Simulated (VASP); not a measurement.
Energy against volume of HgTe (zinc blende). These are SCAN meta-GGA, VASP's PBE PAW potentials (set 64) (plane waves; VASP 6.6.1) values and carry that method's errors.

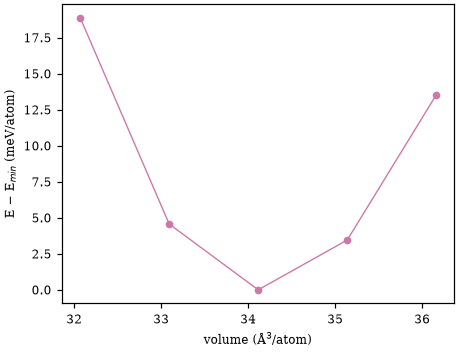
Figure. Energy against volume

**Question.** Estimate the equilibrium volume and the bulk modulus.

**Answer.** The minimum lies near 34.2 Å³/atom, and the curvature gives B0 of about 42 GPa.

Measured: bulk modulus 42.3 GPa (computed value off by -1.8 %), as given by Cormac Toher et al., Physical Review Materials (2017), arXiv:1611.05714; a 6.460 Å (computed value off by +0.4 %), as given by R. J. Cava et al., Journal of Materials Chemistry C (2013), arXiv:1302.1059. The calculation is for a static lattice, while the measured bulk modulus, a hold thermal and zero-point effects, which are part of the difference.

The compound is HgTe in the zinc blende structure. It was relaxed first.
